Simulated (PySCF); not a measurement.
SMILES C(B(O)O)CC#C, singlet, GFN2-xTB optimised geometry. Atoms within 1.6 Å of the plane z = 0.8 Å (x, y, z in Å): C1 (2.72, -1.22, 0.07), C2 (1.52, -1.31, 0.10), C3 (0.08, -1.37, 0.14), C4 (-0.54, 0.03, 0.00), B5 (-2.14, 0.03, 0.00), O6 (-2.88, 1.18, 0.00), O7 (-2.81, -1.14, -0.01), H8 (3.76, -1.17, 0.04), H9 (-0.25, -1.82, 1.08), H10 (-0.28, -2.00, -0.68), H11 (-0.16, 0.66, 0.81), H13 (-2.39, 2.00, 0.01), H14 (-3.76, -1.04, -0.01).

Level of theory: PBE0/def2-TZVP (PySCF).

Map of the HOMO−1 amplitude (bohr^(-3/2)) on the plane z = 0.8 Å; orbital energy -7.56 eV, overall sign arbitrary:

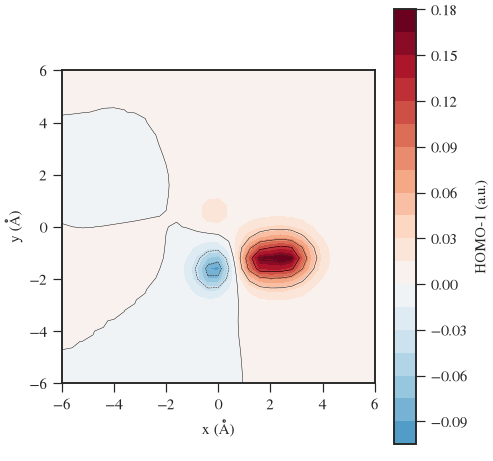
*HOMO−1 amplitude (bohr^(-3/2)) on the plane z = 0.8 Å.*
